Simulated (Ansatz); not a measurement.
# GaNH4: a spread of methods and bases

Aim: run GaNH4 under a spread of inputs, and see what each costs and gives.

The runs use Ansatz 0.2.0, Gaussian basis; the settings change from run to run.

### Step 1. The geometry

The geometry comes from an earlier relaxation with PBE0-D4 in a triple-zeta def2 set; it is a stationary point.

SMILES `[NH2][GaH2]`, 6 atoms, charge 0, spin multiplicity 1.

Atoms are counted from 1 here; the program's logs count them from 0.

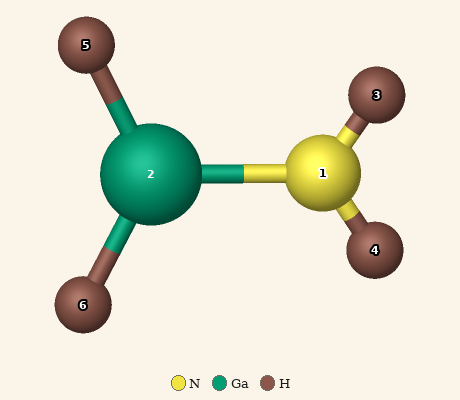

The structure; nitrogen yellow, gallium teal, hydrogen brown; atoms are numbered from 1 in the order of the file.

### Step 2. r2SCAN0/pcseg-2

Set apart from the defaults: coordinates scaled by 0.96, D4 dispersion.

in.yaml

```yaml
crystal:
  periodic: [false, false, false]
  atoms:
    - {symbol: N, position_ang: [-0.009830, -0.913876, 0.043793]}
    - {symbol: Ga, position_ang: [0.008900, 0.824692, -0.039549]}
    - {symbol: H, position_ang: [0.252371, -1.492799, -0.682935]}
    - {symbol: H, position_ang: [-0.283801, -1.414740, 0.822327]}
    - {symbol: H, position_ang: [0.464203, 1.433185, -1.331361]}
    - {symbol: H, position_ang: [-0.431844, 1.563538, 1.187724]}
basis:
  gaussian: {orbitals: pcseg-2}
hamiltonian: {xc: {name: r2SCAN0}, dispersion: d4}
output: {forces: true}
```

On the command line:

```console
ansatz run in.yaml --threads 4 --pin off --events-out ev --progress --plain --max-ram 10444MiB
```

The log of the run, shortened:

```text
Functional definition: r2SCAN0
  name "r2SCAN0"
  cite "Bursch, Neugebauer, Ehlert & Grimme, J. Chem. Phys. 156, 134105 (2022) doi:10.1063/5.0086040"
  cite "Furness, Kaplan, Ning, Perdew & Sun, J. Phys. Chem. Lett. 11, 8208 (2020) doi:10.1021/acs.jpclett.0c02405"
  cite "Furness, Kaplan, Ning, Perdew & Sun, J. Phys. Chem. Lett. 11, 9248 (2020) doi:10.1021/acs.jpclett.0c03077"
  parent r2scan
[...]
764 factors; their error is unknown
[...]
mean field -53932.57985950 eV, -1981.9857530209 hartree, gradient 4.9e-6 eV, S^2 0.000000; 0 other end points of the search recorded, 0 dependent functions left out
[...]
reference -53932.57987128 eV, -1981.9857534539 hartree; 21, 21 occupied and 108, 108 virtual orbitals, 764 factors
Total energy: -53932.59990874 eV, -1981.9864898171 hartree
Atom 0 at    -0.009830    -0.913876     0.043793 Å, force     0.001759     0.159594    -0.007460 eV/Å
Atom 1 at     0.008900     0.824692    -0.039549 Å, force     0.012551     1.153931    -0.055418 eV/Å
Atom 2 at     0.252371    -1.492799    -0.682935 Å, force     0.500077    -1.141443    -1.386280 eV/Å
Atom 3 at    -0.283801    -1.414740     0.822327 Å, force    -0.523198    -0.992530     1.488498 eV/Å
Atom 4 at     0.464203     1.433185    -1.331361 Å, force     0.258941     0.373229    -0.734651 eV/Å
Atom 5 at    -0.431844     1.563538     1.187724 Å, force    -0.250130     0.447220     0.695312 eV/Å
Dipole moment:    -0.002409    -0.219418     0.010510 e Å
```

Run time: 0.86 s. Hardware: 4 threads of AMD EPYC 9R45, shared host.

Largest force 1.864 eV/Å, dipole 1.06 D.

### Step 3. RPBE/STO-3G

This run has density fitting with def2-universal-jkfit, D4 dispersion, the search for lower states set to light.

in.yaml

```yaml
crystal:
  periodic: [false, false, false]
  atoms:
    - {symbol: N, position_ang: [-0.010240, -0.951954, 0.045618]}
    - {symbol: Ga, position_ang: [0.009271, 0.859054, -0.041197]}
    - {symbol: H, position_ang: [0.262887, -1.554999, -0.711390]}
    - {symbol: H, position_ang: [-0.295626, -1.473687, 0.856590]}
    - {symbol: H, position_ang: [0.483545, 1.492902, -1.386834]}
    - {symbol: H, position_ang: [-0.449838, 1.628685, 1.237213]}
basis:
  gaussian: {orbitals: STO-3G, fitting: {mean_field: def2-universal-jkfit}}
hamiltonian: {xc: {name: RPBE}, dispersion: d4}
scf: {lower_state_search: light}
```

The command is unchanged.

The log of the run:

```text
Functional definition: RPBE
  name "RPBE"
  cite "Hammer, Hansen & Nørskov, Phys. Rev. B 59, 7413 (1999) doi:10.1103/PhysRevB.59.7413"
  cite "Perdew, Burke & Ernzerhof, Phys. Rev. Lett. 77, 3865 (1996) doi:10.1103/PhysRevLett.77.3865"
  parameter kappa = 0.804
  parameter beta = 0.06672455060314922
  exchange = rpbe_x(kappa = kappa, mu = beta*pi^2/3)
  correlation = pbe_c(beta = beta)
415 factors; integrals over basis functions are off by at most 1.6e-2 eV
mean field evaluation 1: about -52216.4498 eV, gradient 3.9e2 eV
mean field evaluation 2: about -52875.9871 eV, gradient 1.1e2 eV
mean field evaluation 4: about -53004.6307 eV, gradient 6.1e1 eV
mean field evaluation 8: about -53100.5598 eV, gradient 1.3e2 eV
mean field evaluation 16: about -53296.0695 eV, gradient 5.0e0 eV
mean field -53296.29718087 eV, -1958.6027958692 hartree, gradient 4.2e-5 eV, S^2 0.000000; 1 other end points of the search recorded, 0 dependent functions left out
reference -53296.29720128 eV, -1958.6027966192 hartree; 21, 21 occupied and 6, 6 virtual orbitals, 415 factors
Total energy: -53296.57858610 eV, -1958.6131373208 hartree
```

Run time: 0.2 s. Hardware: 4 threads of AMD EPYC 9R45, shared host.

### Step 4. r2SCANh/STO-3G

Options: coordinates scaled by 1.25, a point charge of 0.50 e beside it.

in.yaml

```yaml
crystal:
  periodic: [false, false, false]
  atoms:
    - {symbol: N, position_ang: [-0.012800, -1.189942, 0.057022]}
    - {symbol: Ga, position_ang: [0.011589, 1.073817, -0.051496]}
    - {symbol: H, position_ang: [0.328609, -1.943749, -0.889238]}
    - {symbol: H, position_ang: [-0.369532, -1.842109, 1.070738]}
    - {symbol: H, position_ang: [0.604432, 1.866127, -1.733542]}
    - {symbol: H, position_ang: [-0.562297, 2.035856, 1.546516]}
basis:
  gaussian: {orbitals: STO-3G, point_charges: [{charge: 0.50, position_ang: [3.867, -0.733, -0.118]}]}
hamiltonian: {xc: {name: r2SCANh}}
output: {forces: true}
```

The command is unchanged.

The log of the run, shortened:

```text
Functional definition: r2SCANh
  name "r2SCANh"
  cite "Bursch, Neugebauer, Ehlert & Grimme, J. Chem. Phys. 156, 134105 (2022) doi:10.1063/5.0086040"
  cite "Furness, Kaplan, Ning, Perdew & Sun, J. Phys. Chem. Lett. 11, 8208 (2020) doi:10.1021/acs.jpclett.0c02405"
  cite "Furness, Kaplan, Ning, Perdew & Sun, J. Phys. Chem. Lett. 11, 9248 (2020) doi:10.1021/acs.jpclett.0c03077"
  parent r2scan
[...]
288 factors; integrals over basis functions are off by at most 4.6e-5 eV
[...]
mean field -53291.98712235 eV, -1958.4444041400 hartree, gradient 7.3e-6 eV, S^2 0.000000; 8 other end points of the search recorded, 0 dependent functions left out
[...]
reference -53291.98712806 eV, -1958.4444043500 hartree; 21, 21 occupied and 6, 6 virtual orbitals, 288 factors
Total energy: -53291.98712806 eV, -1958.4444043500 hartree
Atom 0 at    -0.012800    -1.189942     0.057022 Å, force     0.282347    -0.336692     0.111837 eV/Å
Atom 1 at     0.011589     1.073817    -0.051496 Å, force     0.239236    -1.468580     0.188893 eV/Å
Atom 2 at     0.328609    -1.943749    -0.889238 Å, force    -1.708750     3.150069     4.284955 eV/Å
Atom 3 at    -0.369532    -1.842109     1.070738 Å, force     1.491366     2.721846    -4.685361 eV/Å
Atom 4 at     0.604432     1.866127    -1.733542 Å, force    -1.360966    -1.863439     3.476197 eV/Å
Atom 5 at    -0.562297     2.035856     1.546516 Å, force     1.090686    -2.219344    -3.383346 eV/Å
Dipole moment:    -0.094565    -0.224530     0.017552 e Å
```

It took 1.4 s on 4 threads of AMD EPYC 9R45, shared host.

Largest force 5.620 eV/Å, dipole 1.17 D.

### Step 5. PBEsol/aug-cc-pVTZ

Options: multiplicity 3, finite nuclei.

in.yaml

```yaml
crystal:
  periodic: [false, false, false]
  atoms:
    - {symbol: N, position_ang: [-0.010240, -0.951954, 0.045618]}
    - {symbol: Ga, position_ang: [0.009271, 0.859054, -0.041197]}
    - {symbol: H, position_ang: [0.262887, -1.554999, -0.711390]}
    - {symbol: H, position_ang: [-0.295626, -1.473687, 0.856590]}
    - {symbol: H, position_ang: [0.483545, 1.492902, -1.386834]}
    - {symbol: H, position_ang: [-0.449838, 1.628685, 1.237213]}
basis:
  gaussian: {orbitals: aug-cc-pVTZ, nuclear_model: gaussian}
magnetization: {spin_polarized: true, initial_magnetization: 2}
hamiltonian: {xc: {name: PBEsol}}
```

The command is unchanged.

The log of the run:

```text
Functional definition: PBEsol
  name "PBEsol"
  cite "Perdew et al., Phys. Rev. Lett. 100, 136406 (2008) doi:10.1103/PhysRevLett.100.136406"
  cite "Perdew, Burke & Ernzerhof, Phys. Rev. Lett. 77, 3865 (1996) doi:10.1103/PhysRevLett.77.3865"
  parent pbesol
  exchange = pbesol_x
  correlation = pbesol_c
898 factors; their error is unknown
mean field evaluation 1: about -53861.3901 eV, gradient 5.9e1 eV
mean field evaluation 2: about -53785.4553 eV, gradient 1.1e2 eV
mean field evaluation 4: about -53870.8565 eV, gradient 2.5e1 eV
mean field evaluation 8: about -53872.3124 eV, gradient 1.7e1 eV
mean field evaluation 16: about -53874.7159 eV, gradient 1.6e-1 eV
mean field evaluation 32: about -53873.6416 eV, gradient 2.1e0 eV
mean field -53874.71599014 eV, -1979.8592950437 hartree, gradient 1.6e-5 eV, S^2 2.003026; 4 other end points of the search recorded, 0 dependent functions left out
reference -53874.71607681 eV, -1979.8592982286 hartree; 22, 20 occupied and 175, 177 virtual orbitals, 898 factors
Total energy: -53874.71607681 eV, -1979.8592982286 hartree
```

Wall time 3.7 s (4 threads of AMD EPYC 9R45, shared host); peak memory 0.52 GiB.

⟨S²⟩ 2.003.

### Step 6. BHLYP/cc-pVDZ

This run has coordinates scaled by 1.25, finite nuclei, D4 dispersion.

in.yaml

```yaml
crystal:
  periodic: [false, false, false]
  atoms:
    - {symbol: N, position_ang: [-0.012800, -1.189942, 0.057022]}
    - {symbol: Ga, position_ang: [0.011589, 1.073817, -0.051496]}
    - {symbol: H, position_ang: [0.328609, -1.943749, -0.889238]}
    - {symbol: H, position_ang: [-0.369532, -1.842109, 1.070738]}
    - {symbol: H, position_ang: [0.604432, 1.866127, -1.733542]}
    - {symbol: H, position_ang: [-0.562297, 2.035856, 1.546516]}
basis:
  gaussian: {orbitals: cc-pVDZ, nuclear_model: gaussian}
hamiltonian: {xc: {name: BHLYP}, dispersion: d4}
```

Launched as before.

The log of the run:

```text
Functional definition: BHLYP
  name "BHLYP"
  cite "Becke, J. Chem. Phys. 98, 1372 (1993) doi:10.1063/1.464304"
  cite "Becke, Phys. Rev. A 38, 3098 (1988) doi:10.1103/PhysRevA.38.3098"
  cite "Lee, Yang & Parr, Phys. Rev. B 37, 785 (1988) doi:10.1103/PhysRevB.37.785"
  parameter a = 0.5
  exchange = (1 - a)*b88_x + a*exact_x
  correlation = lyp_c
632 factors; integrals over basis functions are off by at most 1.0e-3 eV
mean field evaluation 1: about -53920.9361 eV, gradient 4.5e1 eV
mean field evaluation 2: about -53893.5420 eV, gradient 9.9e1 eV
mean field evaluation 4: about -53925.7504 eV, gradient 1.1e0 eV
mean field evaluation 8: about -53925.8327 eV, gradient 1.2e-1 eV
mean field evaluation 16: about -53925.8329 eV, gradient 7.4e-5 eV
mean field -53925.83293159 eV, -1981.7378079936 hartree, gradient 7.4e-5 eV, S^2 0.000000; 0 other end points of the search recorded, 0 dependent functions left out
reference -53925.83309203 eV, -1981.7378138896 hartree; 21, 21 occupied and 40, 40 virtual orbitals, 632 factors
Total energy: -53925.94093948 eV, -1981.7417772104 hartree
```

It took 0.3 s on 4 threads of AMD EPYC 9R45, shared host.

### Step 7. r2SCAN50/aug-pcseg-2

Options: D3(BJ) with three-body dispersion.

in.yaml

```yaml
crystal:
  periodic: [false, false, false]
  atoms:
    - {symbol: N, position_ang: [-0.010240, -0.951954, 0.045618]}
    - {symbol: Ga, position_ang: [0.009271, 0.859054, -0.041197]}
    - {symbol: H, position_ang: [0.262887, -1.554999, -0.711390]}
    - {symbol: H, position_ang: [-0.295626, -1.473687, 0.856590]}
    - {symbol: H, position_ang: [0.483545, 1.492902, -1.386834]}
    - {symbol: H, position_ang: [-0.449838, 1.628685, 1.237213]}
basis:
  gaussian: {orbitals: aug-pcseg-2}
hamiltonian: {xc: {name: r2SCAN50}, dispersion: d3bjatm}
output: {forces: true}
```

The command is unchanged.

The log of the run, shortened:

```text
Functional definition: r2SCAN50
  name "r2SCAN50"
  cite "Bursch, Neugebauer, Ehlert & Grimme, J. Chem. Phys. 156, 134105 (2022) doi:10.1063/5.0086040"
  cite "Furness, Kaplan, Ning, Perdew & Sun, J. Phys. Chem. Lett. 11, 8208 (2020) doi:10.1021/acs.jpclett.0c02405"
  cite "Furness, Kaplan, Ning, Perdew & Sun, J. Phys. Chem. Lett. 11, 9248 (2020) doi:10.1021/acs.jpclett.0c03077"
  parent r2scan
[...]
938 factors; their error is unknown
[...]
mean field -53931.73870438 eV, -1981.9548411404 hartree, gradient 4.7e-6 eV, S^2 0.000000; 0 other end points of the search recorded, 0 dependent functions left out
[...]
reference -53931.73871502 eV, -1981.9548415315 hartree; 21, 21 occupied and 176, 176 virtual orbitals, 938 factors
Total energy: -53931.76182751 eV, -1981.9556909000 hartree
Atom 0 at    -0.010240    -0.951954     0.045618 Å, force    -0.001772    -0.145927     0.007222 eV/Å
Atom 1 at     0.009271     0.859054    -0.041197 Å, force    -0.001885    -0.186424     0.008878 eV/Å
Atom 2 at     0.262887    -1.554999    -0.711390 Å, force    -0.143154     0.277354     0.396654 eV/Å
Atom 3 at    -0.295626    -1.473687     0.856590 Å, force     0.148801     0.234736    -0.421324 eV/Å
Atom 4 at     0.483545     1.492902    -1.386834 Å, force    -0.069578    -0.079866     0.197591 eV/Å
Atom 5 at    -0.449838     1.628685     1.237213 Å, force     0.067588    -0.099873    -0.189020 eV/Å
Dipole moment:    -0.001649    -0.149016     0.007133 e Å
```

Run time: 1.4 s. Hardware: 4 threads of AMD EPYC 9R45, shared host; peak memory 0.43 GiB.

Largest force 0.505 eV/Å, dipole 0.72 D.

### Step 8. RPBE/cc-pVTZ-DK

Set apart from the defaults: atoms shaken by 0.15 Å, density fitting with cc-pVTZ-jkfit, D4 dispersion, relativity set to scalar, the search for lower states set to off.

in.yaml

```yaml
crystal:
  periodic: [false, false, false]
  atoms:
    - {symbol: N, position_ang: [0.024122, -1.277715, -0.020762]}
    - {symbol: Ga, position_ang: [-0.237342, 0.801437, -0.175661]}
    - {symbol: H, position_ang: [0.185774, -1.657457, -0.441471]}
    - {symbol: H, position_ang: [-0.348371, -1.619499, 0.532894]}
    - {symbol: H, position_ang: [0.511818, 1.538771, -1.055946]}
    - {symbol: H, position_ang: [-0.607801, 1.630435, 1.179751]}
basis:
  gaussian: {orbitals: cc-pVTZ-DK, fitting: {mean_field: cc-pVTZ-jkfit}}
hamiltonian: {xc: {name: RPBE}, dispersion: d4, pseudopotentials: {relativity: scalar}}
scf: {lower_state_search: off}
```

Same command.

The log of the run, shortened:

```text
Functional definition: RPBE
  name "RPBE"
  cite "Hammer, Hansen & Nørskov, Phys. Rev. B 59, 7413 (1999) doi:10.1103/PhysRevB.59.7413"
  cite "Perdew, Burke & Ernzerhof, Phys. Rev. Lett. 77, 3865 (1996) doi:10.1103/PhysRevLett.77.3865"
[...]
406 factors; integrals over basis functions are off by at most 7.4e-1 eV
[...]
mean field -54435.57071818 eV, -2000.4703261379 hartree, gradient 1.2e-6 eV, S^2 0.000000; 0 other end points of the search recorded, 0 dependent functions left out
reference -54435.57075833 eV, -2000.4703276134 hartree; 21, 21 occupied and 108, 108 virtual orbitals, 406 factors
Total energy: -54435.86062362 eV, -2000.4809799664 hartree
Relativity: scalar
Checks for a lower state left out: stability, starts, cluster_reference, orbital_swaps, neighbouring_geometries, increment
```

Run time: 0.25 s. Hardware: 4 threads of AMD EPYC 9R45, shared host.

### Step 9. wB97X/6-31G

Options: atoms shaken by 0.15 Å, the search for lower states set to light.

in.yaml

```yaml
crystal:
  periodic: [false, false, false]
  atoms:
    - {symbol: N, position_ang: [-0.092753, -0.872828, 0.214561]}
    - {symbol: Ga, position_ang: [0.025824, 0.817683, -0.097847]}
    - {symbol: H, position_ang: [0.220063, -1.930352, -0.757225]}
    - {symbol: H, position_ang: [-0.181044, -1.383161, 0.826415]}
    - {symbol: H, position_ang: [0.705522, 1.355622, -1.547478]}
    - {symbol: H, position_ang: [-0.077931, 1.868530, 1.341169]}
basis:
  gaussian: {orbitals: 6-31G}
hamiltonian: {xc: {name: wB97X}}
scf: {lower_state_search: light}
output: {forces: true}
```

The command is unchanged.

The log of the run, shortened:

```text
Functional definition: wB97X
  name "wB97X"
  cite "Chai & Head-Gordon, J. Chem. Phys. 128, 084106 (2008) doi:10.1063/1.2834918"
  cite "Becke, J. Chem. Phys. 107, 8554 (1997) doi:10.1063/1.475007"
[...]
  # The coefficients of nought are those of the uniform gas.
[...]
      + exact_x_lr(omega)
[...]
      + integral(e_c_pw_opposite_spin*poly(b97_u_opposite, 1, cos1, cos2, cos3, cos4))
514 factors; integrals over basis functions are off by at most 3.7e-4 eV
156 factors; integrals over basis functions are off by at most 9.7e-6 eV
[...]
mean field -53920.05721996 eV, -1981.5255545062 hartree, gradient 2.1e-5 eV, S^2 0.000000; 0 other end points of the search recorded, 0 dependent functions left out
[...]
reference -53920.05718239 eV, -1981.5255531252 hartree; 21, 21 occupied and 25, 25 virtual orbitals, 514 factors
Total energy: -53920.05718239 eV, -1981.5255531252 hartree
Atom 0 at    -0.092753    -0.872828     0.214561 Å, force     3.500490     5.899279   -18.909119 eV/Å
Atom 1 at     0.025824     0.817683    -0.097847 Å, force     1.279866     3.238811     0.151228 eV/Å
Atom 2 at     0.220063    -1.930352    -0.757225 Å, force    -1.175187     4.535231     3.260771 eV/Å
Atom 3 at    -0.181044    -1.383161     0.826415 Å, force    -2.626948   -12.098230    16.003944 eV/Å
Atom 4 at     0.705522     1.355622    -1.547478 Å, force    -0.862127    -0.433968     1.156096 eV/Å
Atom 5 at    -0.077931     1.868530     1.341169 Å, force    -0.116095    -1.141123    -1.662918 eV/Å
Dipole moment:    -0.062679    -0.370638    -0.055718 e Å
```

Run time: 0.65 s. Hardware: 4 threads of AMD EPYC 9R45, shared host.

Largest force 20.233 eV/Å, dipole 1.83 D.

### Step 10. SVWN5/cc-pVTZ-DK

Set apart from the defaults: atoms shaken by 0.08 Å, density fitting with def2-universal-jkfit, finite nuclei, the search for lower states set to light.

in.yaml

```yaml
crystal:
  periodic: [false, false, false]
  atoms:
    - {symbol: N, position_ang: [0.053151, -0.887633, 0.105831]}
    - {symbol: Ga, position_ang: [0.025808, 0.872397, -0.154800]}
    - {symbol: H, position_ang: [0.347792, -1.492197, -0.609025]}
    - {symbol: H, position_ang: [-0.359332, -1.376188, 0.828782]}
    - {symbol: H, position_ang: [0.528609, 1.356301, -1.464320]}
    - {symbol: H, position_ang: [-0.514592, 1.644754, 1.214972]}
basis:
  gaussian: {orbitals: cc-pVTZ-DK, fitting: {mean_field: def2-universal-jkfit}, nuclear_model: gaussian}
hamiltonian: {xc: {name: SVWN5}}
scf: {lower_state_search: light}
output: {forces: true}
```

The command is unchanged.

The log of the run, shortened:

```text
Functional definition: SVWN5
  name "SVWN5"
  cite "Dirac, Proc. Camb. Phil. Soc. 26, 376 (1930) doi:10.1017/S0305004100016108"
  cite "Slater, Phys. Rev. 81, 385 (1951) doi:10.1103/PhysRev.81.385"
  cite "Vosko, Wilk & Nusair, Can. J. Phys. 58, 1200 (1980) doi:10.1139/p80-159"
[...]
415 factors; integrals over basis functions are off by at most 1.2e0 eV
[...]
mean field -54353.47567426 eV, -1997.4533889201 hartree, gradient 1.5e-5 eV, S^2 0.000000; 0 other end points of the search recorded, 0 dependent functions left out
[...]
reference -54353.47571175 eV, -1997.4533902976 hartree; 21, 21 occupied and 108, 108 virtual orbitals, 415 factors
Total energy: -54353.47571175 eV, -1997.4533902976 hartree
Relativity: scalar
Atom 0 at     0.053151    -0.887633     0.105831 Å, force     0.594082     1.800939    -0.971882 eV/Å
Atom 1 at     0.025808     0.872397    -0.154800 Å, force    -0.757396     0.451816     2.108271 eV/Å
Atom 2 at     0.347792    -1.492197    -0.609025 Å, force     0.528165    -1.077741    -1.281984 eV/Å
Atom 3 at    -0.359332    -1.376188     0.828782 Å, force    -1.073907    -1.127711     2.106204 eV/Å
Atom 4 at     0.528609     1.356301    -1.464320 Å, force     0.303855     0.400837    -0.760345 eV/Å
Atom 5 at    -0.514592     1.644754     1.214972 Å, force     0.405202    -0.448140    -1.200264 eV/Å
Dipole moment:    -0.014173    -0.251738    -0.083006 e Å
```

Wall time 0.3 s (4 threads of AMD EPYC 9R45, shared host).

Largest force 2.619 eV/Å, dipole 1.28 D.

### Step 11. All runs side by side

```tsv
level	charge	multiplicity	geometry	functions	energy (eV)	time
r2SCAN0/pcseg-2	0	1	scaled	129	-53932.600	0.86 s
RPBE/STO-3G	0	1	relaxed	27	-53296.579	0.2 s
r2SCANh/STO-3G	0	1	scaled, point charge	27	-53291.987	1.4 s
PBEsol/aug-cc-pVTZ	0	3	relaxed	197	-53874.716	3.7 s
BHLYP/cc-pVDZ	0	1	scaled	61	-53925.941	0.3 s
r2SCAN50/aug-pcseg-2	0	1	relaxed	197	-53931.762	1.4 s
RPBE/cc-pVTZ-DK	0	1	shaken	129	-54435.861	0.25 s
wB97X/6-31G	0	1	shaken	46	-53920.057	0.65 s
SVWN5/cc-pVTZ-DK	0	1	shaken	129	-54353.476	0.3 s
```

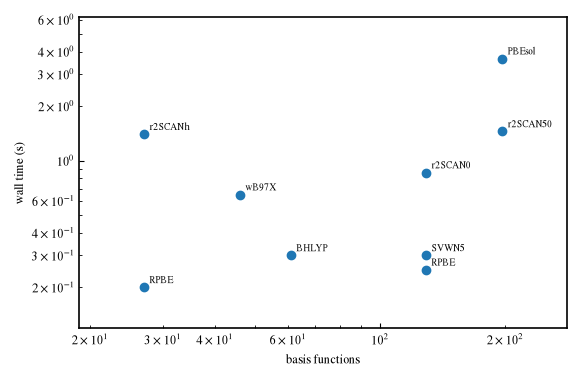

Wall time against the number of basis functions (shared host).

### Step 12. Results

| quantity | value |
| --- | --- |
| runs | 9 |
| quickest | RPBE/STO-3G, 0.2 s |
| slowest | PBEsol/aug-cc-pVTZ, 3.7 s |
| spread of total energies, same state and geometry | 635.2 eV |

In words: Run time spans a factor of 18, from RPBE/STO-3G to PBEsol/aug-cc-pVTZ. The jobs differ in tasks and options as well as level. Total energies at one charge and spin differ by 635 eV between levels, so only differences within one level mean anything. At the PBE0-D4/def2-TZVP geometry and in the same state, runs without warnings or point charges leave forces up to 0.50 eV/Å (r2SCAN50/aug-pcseg-2), against 20.2 eV/Å where the atoms were moved.
